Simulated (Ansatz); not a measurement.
# C$_{4}$F$_{10}$ (SMILES FC(F)(F)C(F)(F)C(F)(F)C(F)(F)F): what the fields show

Input file:

```
crystal:
  periodic: [false, false, false]
  atoms:
    - {symbol: F, position_ang: [-2.159117, -0.109127, 0.635239]}
    - {symbol: C, position_ang: [-1.605557, 0.409138, -0.451467]}
    - {symbol: F, position_ang: [-2.381948, 1.380629, -0.907801]}
    - {symbol: F, position_ang: [-1.510596, -0.529432, -1.383310]}
    - {symbol: C, position_ang: [-0.206378, 1.000328, -0.132153]}
    - {symbol: F, position_ang: [-0.393504, 2.084879, 0.630618]}
    - {symbol: F, position_ang: [0.349585, 1.375164, -1.288891]}
    - {symbol: C, position_ang: [0.803176, 0.097585, 0.641213]}
    - {symbol: F, position_ang: [0.353213, -0.082129, 1.887359]}
    - {symbol: F, position_ang: [1.952105, 0.783658, 0.689718]}
    - {symbol: C, position_ang: [1.121339, -1.301301, 0.048697]}
    - {symbol: F, position_ang: [0.077964, -2.108892, 0.180718]}
    - {symbol: F, position_ang: [2.143791, -1.819986, 0.712305]}
    - {symbol: F, position_ang: [1.442928, -1.209715, -1.233546]}
basis:
  gaussian: {orbitals: def2-TZVPP}
hamiltonian: {xc: pbe0, dispersion: d4}
output: {orbitals: {seedname: orbitals}}
```

Command:

```sh
ansatz run in.yaml --threads 4 --pin off --events-out ev --progress --plain --max-ram 66560MiB --backend cuda --devices 0, --max-vram 37GiB
```

Geometry: PBE0-D4/def2-TZVP.

Method: RKS PBE0-D4/def2-TZVPP in Ansatz.

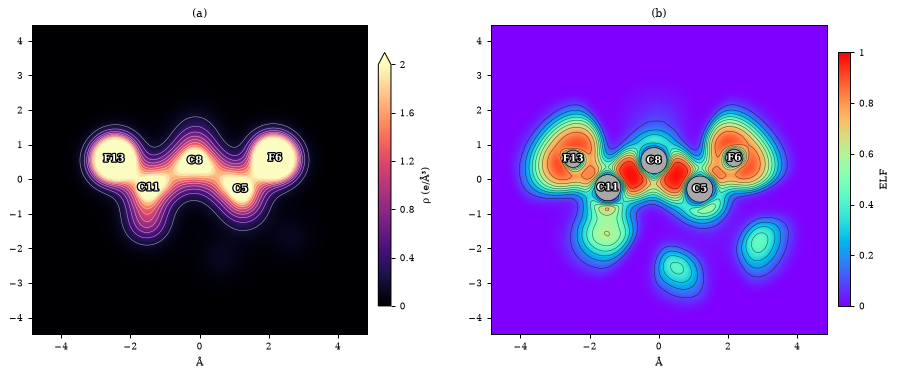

Figure 1. (a) electron density; (b) electron localisation function on the plane of atoms F6, C5 and C8. Grey discs cover the atomic cores in the ELF map.

Question: Describe what can be read from this map.

Answer:
- The plane passes through C and F nuclei.
- C–F (1.32 Å): ρ is about 2.5 e/Å³ halfway; the ELF peaks at about 0.80 between the atoms (a polar covalent bond).
- C–C (1.56 Å): the density is about 1.7 e/Å³ at the midpoint; the ELF peaks at about 1 between the atoms (a shared electron pair).
- The ELF also peaks beside F13 and F6, away from the bonds: lone-pair regions.

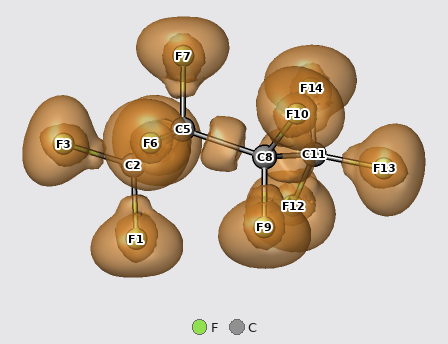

Figure 2. Isosurface of the electron localisation function at 0.75 (orange), seen from one side. Core shells and regions of very low density are left out.

Question: What do the ELF domains correspond to?

Answer: The surface consists of three regions between bonded C–C atoms (shared pairs) and ten regions on F in which the atom's valence shell and bonds are merged. Profiles from the grid: C–C (1.55 Å): the ELF peaks at about 1 between the atoms (a covalent bond).

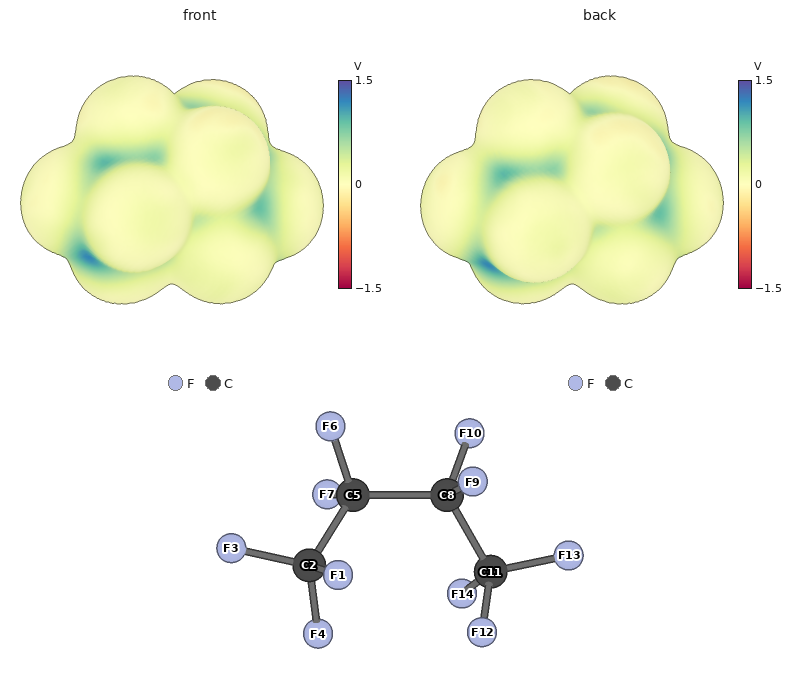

Figure 3. The electrostatic potential painted on the density surface at 0.002 e/bohr³, seen from the front and from behind; the colour scale runs from red (negative) to blue (positive). The bare structure is drawn below in the same view.

Question: Which sites attract a positive test charge, and which a negative one?

Answer: A positive charge is drawn to the negative regions and a negative charge to the positive ones. The most negative region (about −0.1 V) lies over the F atoms, the most positive (about +1.1 V, or +25 kcal/mol for a unit charge) over C2 and C11.
